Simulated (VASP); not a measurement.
Input:

```
LiCl
1.0
    0.00000     2.53383     2.53383
    2.53383     0.00000     2.53383
    2.53383     2.53383     0.00000
Li Cl
1 1
Direct
  0.00000   0.00000   0.00000
  0.50000   0.50000   0.50000
```

Method: TPSS meta-GGA, VASP's PBE PAW potentials (set 64) (plane waves; VASP). Numerical set-up: 520 eV cut-off, 10×10×10 Γ-centred mesh, tetrahedra with Blöchl corrections, potentials Li_sv Cl.

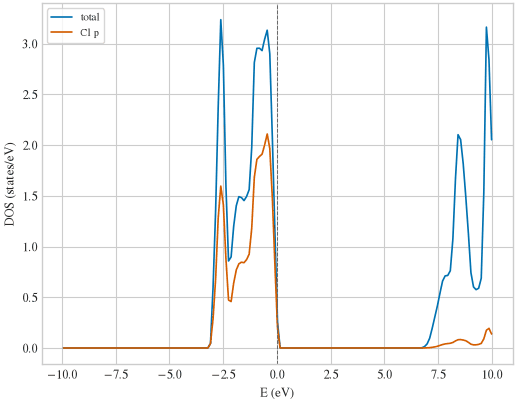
Total and projected density of states, zero at the valence-band maximum

Within 2 eV below the valence-band maximum the largest weight inside VASP's projection spheres is Cl p.

The gap is direct, 6.70 eV, from the valence maximum at Γ to the conduction minimum at Γ.

The compound is LiCl in the rock salt structure. It was relaxed first.
